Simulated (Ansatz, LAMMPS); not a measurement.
## Liquid Hg22Cd10S32 at 2200 K (64 atoms): a reference run and its variants

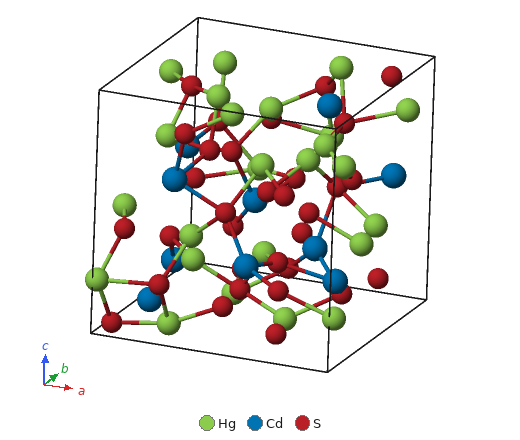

The cell (mercury green, cadmium blue, sulfur red). Bonds to atoms that aren't drawn are left out. Some periodic images of atoms are drawn too.

Density of this cell: 6.37 g/cm³. The cell holds 64 atoms: 22 Hg, 10 Cd and 32 S. Cell: a = 11.962 Å, b = 11.962 Å, c = 11.962 Å, α = 90.0°, β = 90.0°, γ = 90.0°. 64 atoms (22 Hg, 10 Cd, 32 S) placed at random at 6.37 g/cm³, melted at 2500 K for 10 ps at fixed volume with the Stillinger-Weber II-VI potential (Zhou et al., Phys. Rev. B 88, 085309 (2013)). Snapshot at the end of a hold of 5 ps at 2200 K and fixed volume.

Geometry: as built.

Reference run: Kohn-Sham DFT, PBE, PAW (set soft_2, large core), plane waves (Ansatz 0.2.0), cutoff 420 eV, Γ point, fermi-dirac smearing of 0.05 eV.

- r.m.s. force component: 0.5362 eV/Å
- pressure: -1.894 GPa
- spacing of highest filled and lowest empty level: 0.0554 eV
- SCF cycles: 14
- time: 26 s on 4 threads of Arm Neoverse V2, shared host

Variants, in no order:
A. support functions medium, spacing 0.331 Å
B. support functions medium, spacing 0.397 Å
C. support functions medium

Q: Order the variants from the smallest to the largest r.m.s. change of the forces.

C, A, B.

```csv
variant,"Δ force, r.m.s. (meV/Å)",share of r.m.s. force (%)
C. support functions medium,0.597,0.111
"A. support functions medium, spacing 0.331 Å",1.86,0.348
"B. support functions medium, spacing 0.397 Å",22.3,4.16
```

[Logs are printed without paths, hosts, clocks, repeated set-up lines and the standing remarks that a program may print on its own settings, such as how far it seeks lower states.]

[Hosts, paths, dates, database ids (printed as entryN), source tags and the programs' standing remarks are cut or masked in the printed files.]
